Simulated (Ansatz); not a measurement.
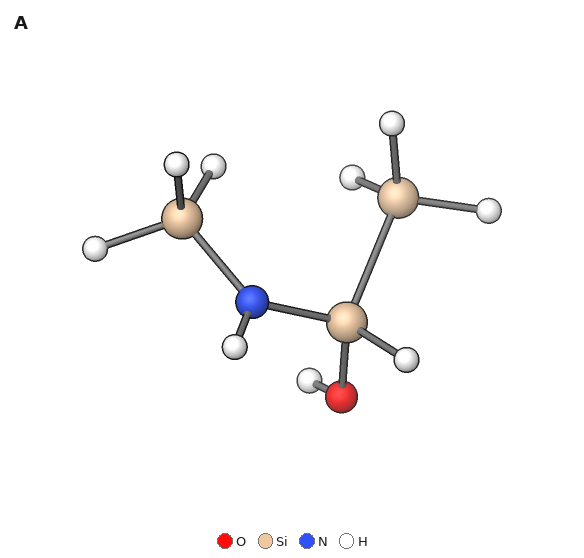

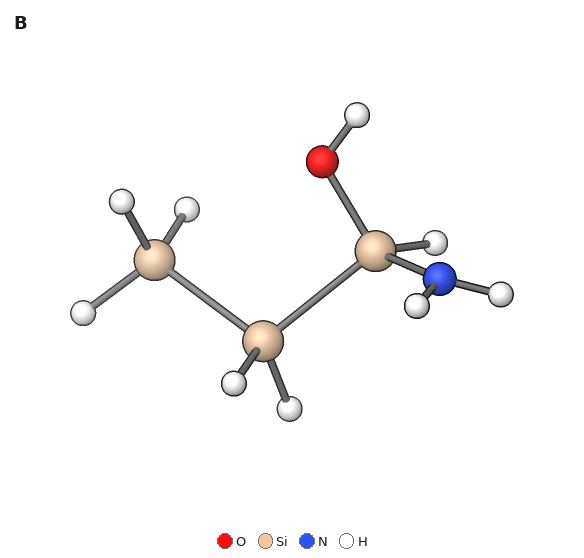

2 stationary structures of one formula. Geometries: PBE-D4/def2-SVP. Electronic energies: PBE-D4/def2-SVP (Ansatz 0.2.0), without zero-point energy. No frequency run is at hand to confirm each as a minimum. Each is one conformer, not always the lowest.

### How are they related?

They are constitutional isomers of H9NOSi3: A `O[Si@@H]([SiH3])N[SiH3]`, B `N[Si@H](O)[SiH2][SiH3]`.

### Rank them by energy, lowest first.

A is lowest; B lies 6.3 kcal/mol above it.
